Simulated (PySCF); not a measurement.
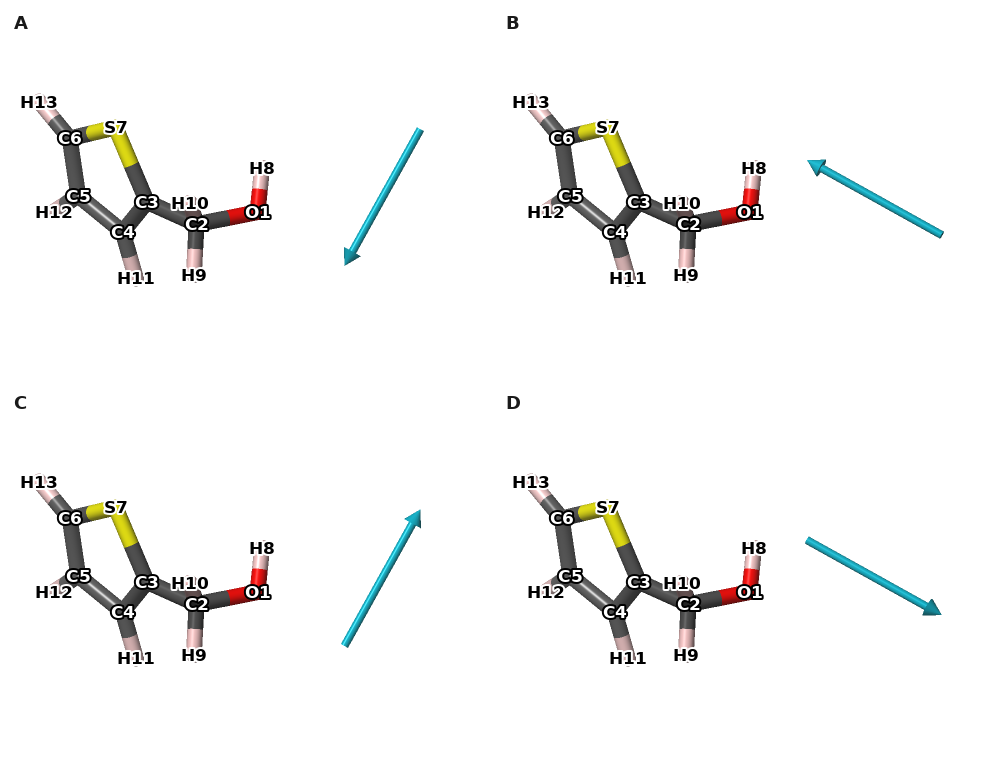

The same molecule four times, each with an arrow. Geometry: an end point of a reaction path computed with GFN2-xTB. Properties computed with PBE0/pcSseg-1, gas phase (PySCF 2.14.0).

Question: Which arrow points along the dipole moment, from the negative to the positive end?

Answer: B. The dipole moment is 1.37 D; it points from the side of O1 to the side of H13 (the outermost atoms at the two ends).
